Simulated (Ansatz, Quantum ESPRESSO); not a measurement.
# TaSi3 (Fm-3m): zone-centre phonons

Which modes does TaSi3 (Fm-3m) have at the zone centre?

Method: DFT PBEsol, scalar-relativistic, plane waves, GBRV ultrasoft pseudopotentials, in Quantum ESPRESSO 7.5.

The structure was built from a prototype and need not be the compound's stable phase.

## (1) The structure

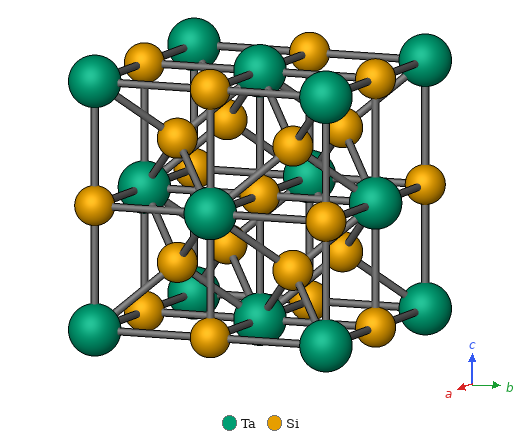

Start, viewed slightly off an axis; tantalum teal, silicon orange. This picture shows the conventional cell, with its axes. Some periodic images of atoms are drawn too.

Coordinates:

```cif
data_structure
_symmetry_space_group_name_H-M 'Fm-3m'
_symmetry_Int_Tables_number 225
_cell_length_a 6.2310
_cell_length_b 6.2310
_cell_length_c 6.2310
_cell_angle_alpha 90.000
_cell_angle_beta 90.000
_cell_angle_gamma 90.000
_cell_volume 241.92
loop_
_atom_site_label
_atom_site_type_symbol
_atom_site_symmetry_multiplicity
_atom_site_Wyckoff_symbol
_atom_site_fract_x
_atom_site_fract_y
_atom_site_fract_z
_atom_site_occupancy
Ta1 Ta 4 a 0.00000 0.00000 0.00000 1
Si1 Si 4 b 0.00000 0.50000 0.00000 1
Si2 Si 8 c 0.75000 0.25000 0.75000 1
```

## (2) A first look

Before anything dear is run, a loose run with smearing shows whether this is a metal and how far the cell is from rest.

Input file probe.in:

```
&CONTROL
  calculation = 'scf'
  prefix      = 'x'
  outdir      = './tmp'
  pseudo_dir  = './pseudo'
  tprnfor     = .true.
  tstress     = .true.
  verbosity   = 'high'
/
&SYSTEM
  ibrav       = 2
  celldm(1)   = 11.7748701
  nat         = 4
  ntyp        = 2
  ecutwfc     = 40.0
  ecutrho     = 240.0
  occupations = 'smearing'
  smearing    = 'gaussian'
  degauss     = 0.01
/
&ELECTRONS
  conv_thr         = 1.0d-07
  mixing_beta      = 0.7
  electron_maxstep = 100
/
ATOMIC_SPECIES
 Ta    180.9479  Ta.upf
 Si     28.0850  Si.upf
ATOMIC_POSITIONS crystal
 Ta     0.000000000   0.000000000   0.000000000
 Si     0.500000000   0.500000000   0.500000000
 Si     0.750000000   0.750000000   0.750000000
 Si     0.250000000   0.250000000   0.250000000
K_POINTS automatic
 6 6 6 0 0 0
```

On the command line:

```sh
$ OMP_NUM_THREADS=1 mpirun -n 4 pw.x -nk 4 -in probe.in > probe.out
```

The program printed:

```text
[banners, grids, parts of the stress and lines that vanish by symmetry left out]
Program PWSCF v.7.5
     bravais-lattice index     =            2
     lattice parameter (alat)  =      11.7749  a.u.
[...]
kinetic-energy cutoff     =      40.0000  Ry
     charge density cutoff     =     240.0000  Ry
     scf convergence threshold =      1.0E-07
[...]
Exchange-correlation= SLA  PW   PSX  PSC
                           (   1   4  10   8   0   0   0)
[...]
48 Sym. Ops., with inversion, found
[...]
(     0          1          0      )
                  (     0          0          1      )
[...]
(  0.0000000  1.0000000  0.0000000 )
                  (  0.0000000  0.0000000  1.0000000 )
[...]
(     1          0         -1      )
                  (     0          0         -1      )
[...]
(     0          1          0      )
[...]
( -1.0000000  0.0000000  0.0000000 )
                  (  0.0000000  1.0000000  0.0000000 )
[...]
number of k points=    16  Gaussian smearing, width (Ry)=  0.0100
[...]
End of self-consistent calculation
[...]
the Fermi energy is    13.1697 ev
!    total energy              =    -170.32702826 Ry
[...]
convergence has been achieved in   7 iterations
[...]
atom    1 type  1   force =     0.00000000    0.00000000   -0.00000000
     atom    2 type  2   force =     0.00000000    0.00000000    0.00000000
     atom    3 type  2   force =     0.00000000    0.00000000    0.00000000
     atom    4 type  2   force =     0.00000000    0.00000000    0.00000000
[...]
Total force =     0.000000     Total SCF correction =     0.000000
[...]
total   stress  (Ry/bohr**3)                   (kbar)     P=      -29.81
[...]
XML data file, charge density, pseudopotentials, collected wavefunctions

   JOB DONE.
```

Elapsed: 4.3 s, on 4 MPI ranks of Arm Neoverse V2, shared host.

This step gave:

- volume per atom: 15.12 Å³
- pressure: -2.981 GPa
- gap on the k-mesh: 0 eV

No gap opens on this mesh, so smearing is kept; the start stands at -3.0 GPa.

## (3) Relaxation

Frequencies change by per cents with a per cent of volume, so the structure is first brought to rest at this level of theory.

Input file relax.in:

```
&CONTROL
  calculation   = 'vc-relax'
  prefix        = 'x'
  outdir        = './tmp'
  pseudo_dir    = './pseudo'
  tprnfor       = .true.
  tstress       = .true.
  forc_conv_thr = 2.0d-05
  etot_conv_thr = 1.0d-07
  nstep         = 40
/
&SYSTEM
  ibrav       = 2
  celldm(1)   = 11.7748701
  nat         = 4
  ntyp        = 2
  ecutwfc     = 40.0
  ecutrho     = 240.0
  occupations = 'smearing'
  smearing    = 'mv'
  degauss     = 0.02
/
&ELECTRONS
  conv_thr         = 1.0d-11
  mixing_beta      = 0.7
  electron_maxstep = 100
/
&IONS
/
&CELL
  press_conv_thr = 0.2
/
ATOMIC_SPECIES
 Ta    180.9479  Ta.upf
 Si     28.0850  Si.upf
ATOMIC_POSITIONS crystal
 Ta     0.000000000   0.000000000   0.000000000
 Si     0.500000000   0.500000000   0.500000000
 Si     0.750000000   0.750000000   0.750000000
 Si     0.250000000   0.250000000   0.250000000
K_POINTS automatic
 8 8 8 0 0 0
```

On the command line:

```sh
$ OMP_NUM_THREADS=1 mpirun -n 4 pw.x -nk 4 -in relax.in > relax.out
```

The program printed:

```text
[banners, grids, parts of the stress and lines that vanish by symmetry left out]
[banner, memory and clock lines left out]
Program PWSCF v.7.5

[...]
kinetic-energy cutoff     =      40.0000  Ry
     charge density cutoff     =     240.0000  Ry
     scf convergence threshold =      1.0E-11
[...]
energy convergence thresh.=      1.0E-07
     force convergence thresh. =      2.0E-05
     press convergence thresh. =      2.0E-01
     Exchange-correlation= SLA  PW   PSX  PSC
                           (   1   4  10   8   0   0   0)
[...]
48 Sym. Ops., with inversion, found
[...]
number of k points=    29  Marzari-Vanderbilt smearing, width (Ry)=  0.0200
[...]
End of self-consistent calculation
[...]
the Fermi energy is    13.1874 ev
!    total energy              =    -170.32076636 Ry
[...]
convergence has been achieved in  10 iterations
[...]
atom    1 type  1   force =     0.00000000    0.00000000    0.00000000
     atom    2 type  2   force =     0.00000000    0.00000000    0.00000000
     atom    3 type  2   force =     0.00000000   -0.00000000   -0.00000000
     atom    4 type  2   force =    -0.00000000   -0.00000000   -0.00000000
     Total force =     0.000000     Total SCF correction =     0.000000
[...]
total   stress  (Ry/bohr**3)                   (kbar)     P=      -28.66
[...]
number of bfgs steps    =   0
[...]
CELL_PARAMETERS (alat= 11.77487010)
[...]
ATOMIC_POSITIONS (crystal)
Ta               0.0000000000        0.0000000000        0.0000000000
Si               0.5000000000        0.5000000000        0.5000000000
Si               0.7500000000        0.7500000000        0.7500000000
Si               0.2500000000        0.2500000000        0.2500000000
[...]
New effective cutoffs (rho, wfc):  241.53   40.38
[...]
End of self-consistent calculation
[...]
the Fermi energy is    13.4264 ev
!    total energy              =    -170.32155991 Ry
[...]
convergence has been achieved in   9 iterations
[...]
atom    1 type  1   force =     0.00000000    0.00000000    0.00000000
     atom    2 type  2   force =     0.00000000    0.00000000    0.00000000
     atom    3 type  2   force =    -0.00000000    0.00000000    0.00000000
     atom    4 type  2   force =     0.00000000    0.00000000   -0.00000000
     Total force =     0.000000     Total SCF correction =     0.000000
[...]
total   stress  (Ry/bohr**3)                   (kbar)     P=      -10.43
[...]
number of bfgs steps    =   1
[...]
CELL_PARAMETERS (alat= 11.77487010)
[...]
ATOMIC_POSITIONS (crystal)
[...]
New effective cutoffs (rho, wfc):  242.87   40.60
[...]
End of self-consistent calculation
[...]
the Fermi energy is    13.5627 ev
!    total energy              =    -170.32167378 Ry
[...]
convergence has been achieved in  10 iterations
[...]
atom    1 type  1   force =     0.00000000   -0.00000000   -0.00000000
     atom    2 type  2   force =    -0.00000000    0.00000000    0.00000000
     atom    3 type  2   force =    -0.00000000   -0.00000000    0.00000000
     atom    4 type  2   force =     0.00000000    0.00000000   -0.00000000
     Total force =     0.000000     Total SCF correction =     0.000000
[...]
total   stress  (Ry/bohr**3)                   (kbar)     P=        0.41
[...]
number of bfgs steps    =   2
[...]
CELL_PARAMETERS (alat= 11.77487010)
[...]
ATOMIC_POSITIONS (crystal)
[...]
New effective cutoffs (rho, wfc):  242.82   40.59
[...]
End of self-consistent calculation
[...]
the Fermi energy is    13.5576 ev
!    total energy              =    -170.32167395 Ry
[...]
convergence has been achieved in   7 iterations
[...]
atom    1 type  1   force =     0.00000000    0.00000000    0.00000000
     atom    2 type  2   force =     0.00000000   -0.00000000    0.00000000
     atom    3 type  2   force =    -0.00000000   -0.00000000    0.00000000
     atom    4 type  2   force =     0.00000000    0.00000000   -0.00000000
     Total force =     0.000000     Total SCF correction =     0.000000
[...]
total   stress  (Ry/bohr**3)                   (kbar)     P=       -0.01
[...]
number of bfgs steps    =   3
[...]
small trust_radius: resetting bfgs history
[...]
CELL_PARAMETERS (alat= 11.77487010)
[...]
ATOMIC_POSITIONS (crystal)
[...]
New effective cutoffs (rho, wfc):  242.82   40.59
[...]
End of self-consistent calculation
[...]
the Fermi energy is    13.5576 ev
!    total energy              =    -170.32167395 Ry
[...]
convergence has been achieved in   3 iterations
[...]
atom    1 type  1   force =     0.00000000    0.00000000    0.00000000
     atom    2 type  2   force =     0.00000000    0.00000000    0.00000000
     atom    3 type  2   force =     0.00000000   -0.00000000   -0.00000000
     atom    4 type  2   force =     0.00000000    0.00000000   -0.00000000
     Total force =     0.000000     Total SCF correction =     0.000000
[...]
total   stress  (Ry/bohr**3)                   (kbar)     P=       -0.00
[...]
bfgs converged in   5 scf cycles and   4 bfgs steps
[...]
End of BFGS Geometry Optimization
     Final enthalpy           =    -170.3216739498 Ry
     File ./tmp/x.bfgs deleted, as requested
[...]
CELL_PARAMETERS (alat= 11.77487010)
[...]
ATOMIC_POSITIONS (crystal)
[...]
Si               0.7500000000        0.7500000000        0.7500000000
Si               0.2500000000        0.2500000000        0.2500000000
[...]
Final scf calculation at the relaxed structure.
[...]
kinetic-energy cutoff     =      40.0000  Ry
     charge density cutoff     =     240.0000  Ry
     scf convergence threshold =      1.0E-13
[...]
press convergence thresh. =      2.0E-01
     Exchange-correlation= SLA  PW   PSX  PSC
                           (   1   4  10   8   0   0   0)
[...]
48 Sym. Ops., with inversion, found
[...]
number of k points=    29  Marzari-Vanderbilt smearing, width (Ry)=  0.0200
[...]
End of self-consistent calculation
[...]
the Fermi energy is    13.5577 ev
!    total energy              =    -170.32134032 Ry
[...]
convergence has been achieved in  13 iterations
[...]
atom    1 type  1   force =     0.00000000    0.00000000   -0.00000000
     atom    2 type  2   force =    -0.00000000    0.00000000   -0.00000000
     atom    3 type  2   force =    -0.00000000   -0.00000000   -0.00000000
     atom    4 type  2   force =     0.00000000   -0.00000000    0.00000000
     Total force =     0.000000     Total SCF correction =     0.000000
[...]
total   stress  (Ry/bohr**3)                   (kbar)     P=       -0.28
[...]
XML data file, charge density, pseudopotentials, collected wavefunctions
```

Elapsed: 35 s, on 4 MPI ranks; 2.4 min of CPU time.

The steps of the relaxation:

```csv
step,energy less that of the first step (eV),largest force (eV/Å),pressure (GPa),volume (Å³)
1,0.0000,0.0000,-2.87,60.48
2,-0.0108,0.0000,-1.04,59.60
3,-0.0123,0.0000,0.04,59.11
4,-0.0123,0.0000,0.00,59.13
5,-0.0123,0.0000,0.00,59.13
6,-0.0078,0.0000,-0.03,59.13
```

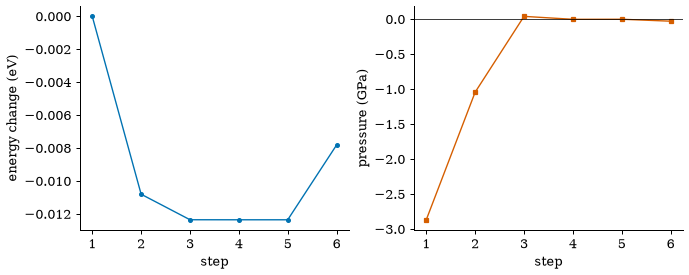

Energy and pressure along the relaxation.

```csv
"conventional cell, symmetrised",before,after,change
a (Å),6.231,6.184,-0.8 %
b (Å),6.231,6.184,-0.8 %
c (Å),6.231,6.184,-0.8 %
volume (Å³/atom),15.12,14.78,-2.2 %
```

The relaxed structure:

```xyz
4
Lattice="-3.0921 0.0000 3.0921 0.0000 3.0921 3.0921 -3.0921 3.0921 0.0000" Properties=species:S:1:pos:R:3 pbc="T T T"
Ta    0.0000    0.0000    0.0000
Si   -3.0921    3.0921    3.0921
Si   -4.6381    4.6381    4.6381
Si   -1.5460    1.5460    1.5460
```

The last row of the table of steps is pw.x's closing run on a basis chosen anew for the final cell, so its energy can jump.

Read from the output:

* volume per atom: 14.78 Å³
* pressure: -0.02800 GPa

The volume changes by -2.2 % from the cell with which this run began.

## (4) Ground state

The response is built on this ground state, so it is converged far tighter than an energy would need. Smearing stays on, as the first look found no gap above 0.3 eV.

Input file scf.in:

```
&CONTROL
  calculation = 'scf'
  prefix      = 'x'
  outdir      = './tmp'
  pseudo_dir  = './pseudo'
  tprnfor     = .true.
  tstress     = .true.
/
&SYSTEM
  ibrav       = 2
  celldm(1)   = 11.68640976
  nat         = 4
  ntyp        = 2
  ecutwfc     = 40.0
  ecutrho     = 240.0
  occupations = 'smearing'
  smearing    = 'mv'
  degauss     = 0.02
/
&ELECTRONS
  conv_thr         = 1.0d-12
  mixing_beta      = 0.7
  electron_maxstep = 100
/
ATOMIC_SPECIES
 Ta    180.9479  Ta.upf
 Si     28.0850  Si.upf
ATOMIC_POSITIONS crystal
 Ta     0.000000000   0.000000000   0.000000000
 Si     0.500000000   0.500000000   0.500000000
 Si     0.750000000   0.750000000   0.750000000
 Si     0.250000000   0.250000000   0.250000000
K_POINTS automatic
 8 8 8 0 0 0
```

On the command line:

```sh
$ OMP_NUM_THREADS=1 mpirun -n 4 pw.x -nk 4 -in scf.in > scf.out
```

The program printed:

```text
[banners, grids, parts of the stress and lines that vanish by symmetry left out]
[banner, memory and clock lines left out]
Program PWSCF v.7.5

[...]
kinetic-energy cutoff     =      40.0000  Ry
     charge density cutoff     =     240.0000  Ry
     scf convergence threshold =      1.0E-12
[...]
Exchange-correlation= SLA  PW   PSX  PSC
                           (   1   4  10   8   0   0   0)
[...]
48 Sym. Ops., with inversion, found
[...]
number of k points=    29  Marzari-Vanderbilt smearing, width (Ry)=  0.0200
[...]
End of self-consistent calculation
[...]
the Fermi energy is    13.5577 ev
!    total energy              =    -170.32134032 Ry
[...]
convergence has been achieved in  10 iterations
[...]
atom    1 type  1   force =    -0.00000000   -0.00000000   -0.00000000
     atom    2 type  2   force =    -0.00000000    0.00000000   -0.00000000
     atom    3 type  2   force =     0.00000000    0.00000000    0.00000000
     atom    4 type  2   force =     0.00000000    0.00000000    0.00000000
     Total force =     0.000000     Total SCF correction =     0.000000
[...]
total   stress  (Ry/bohr**3)                   (kbar)     P=       -0.28
[...]
XML data file, charge density, pseudopotentials, collected wavefunctions
```

Wall time 7.9 s (4 MPI ranks).

The cell stands at -0.028 GPa, close enough for phonons.

(Part 1 of 3 ends here.)

[Host names and launcher messages were left out of these logs when they were recorded.]

[Logs are printed without paths, hosts, clocks, repeated set-up lines and the standing remarks that a program may print on its own settings, such as how far it seeks lower states.]

[Hosts, paths, dates, database ids (printed as entryN), source tags and the programs' standing remarks are cut or masked in the printed files.]
